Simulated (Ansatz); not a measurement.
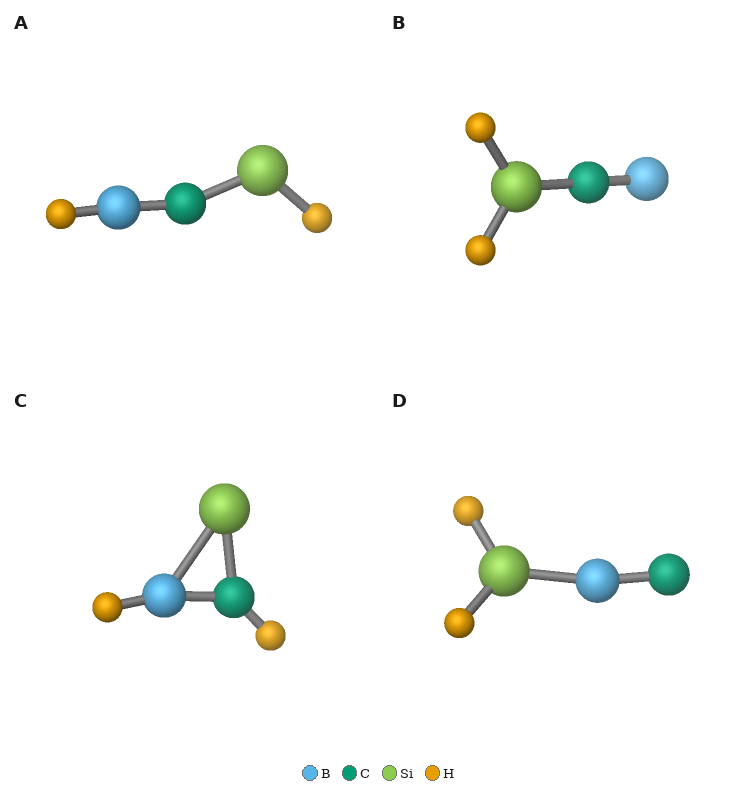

4 stationary structures of one formula. The species is neutral and a spin doublet. Geometries: PBE0-D4/def2-TZVP. Electronic energies: UHF-CCSD(T) (frozen core)/def2-TZVPP (Ansatz 0.2.0), without zero-point energy. No frequency run is at hand to confirm each as a minimum.

**Which structure is the most stable?**

C is lowest (Cs); A lies 28.1 kcal/mol above it, B lies 56.7 kcal/mol above it (C2v), D lies 96.1 kcal/mol above it.

The determinant isn't a pure spin state (⟨S²⟩ up to 2.09).
